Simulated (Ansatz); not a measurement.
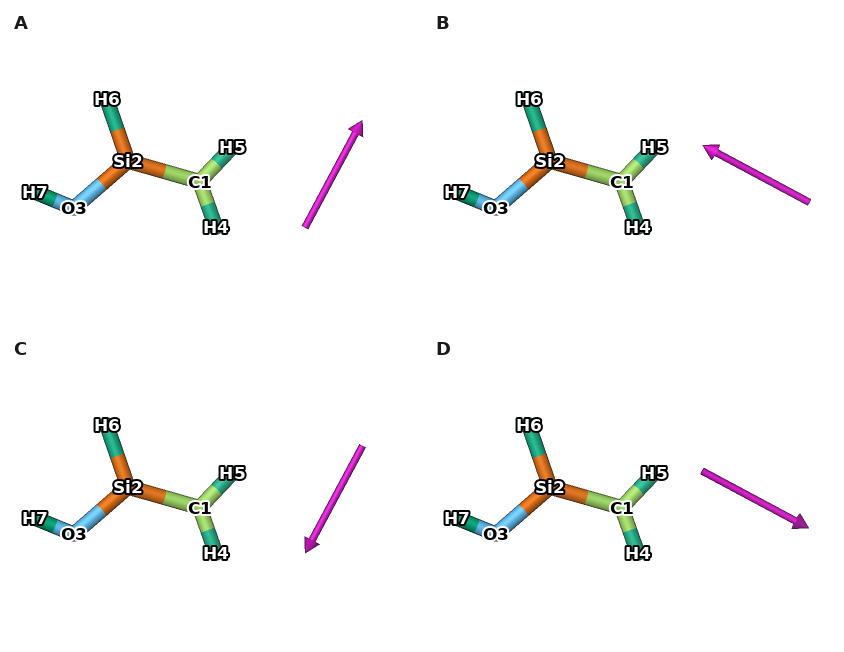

The same molecule four times, each with an arrow. The computed structure is the end point of a PBE0-D4/def2-TZVP optimisation. No frequency run is at hand to confirm it as a minimum. Level of theory: RKS PBE0-D4/def2-TZVP (Ansatz 0.2.0).

Which arrow points along the dipole moment, from the negative to the positive end?

B. The dipole moment is 2.59 D; it points from the side of H4 to the side of H7 (the outermost atoms at the two ends).
